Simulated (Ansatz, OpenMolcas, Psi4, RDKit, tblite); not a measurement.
**How methods differ on Si2H6O (disiloxane)**

The species is Si2H6O (9 atoms), meant as a singlet with charge 0. As SMILES, `[SiH3]O[SiH3]`. The shape is that of a PBE0-D4/def2-TZVP optimisation.

Quantity: the HOMO–LUMO gap, in eV. The values are calculated.

```csv
level,kind,program,value (eV),CPU time
extended Hückel,semi-empirical,RDKit,16.04,under 2 s
IPEA1-xTB,semi-empirical,tblite,5.58,under 2 s
HF/cc-pVDZ,Hartree–Fock,Psi4,15.75,68 s
SVWN5/cc-pVDZ,LDA,Ansatz,6.19,4.2 s
BLYP/cc-pVDZ,GGA,OpenMolcas,6.49,29 s
M06-L/cc-pVDZ,meta-GGA,OpenMolcas,7.48,41 s
B3LYP/cc-pVDZ,global hybrid,Ansatz,8.36,7.2 s
wB97M-V/cc-pVDZ,range-separated hybrid,Ansatz,12.92,55 s
DSD-PBEP86/cc-pVDZ (density fitting for correlation),double hybrid,Psi4,13.12,33 s
```

The values span 5.58 to 16.04 eV. Orbital gaps aren't excitation energies, and those of double hybrids come from the SCF part alone; they tend to grow with the share of exact exchange. Times are those of the runs behind each value, whatever else they computed, on shared processors of several kinds: orders of magnitude only.

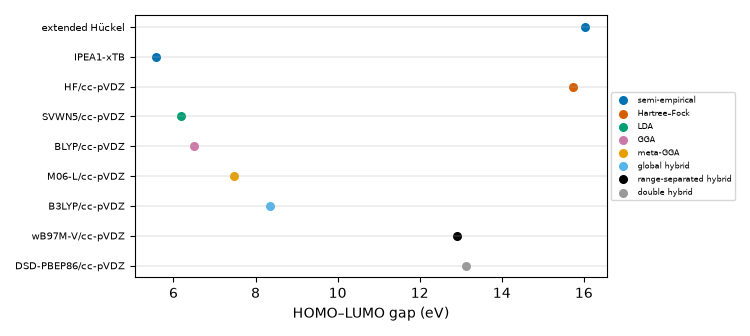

The values of the table, level by level.
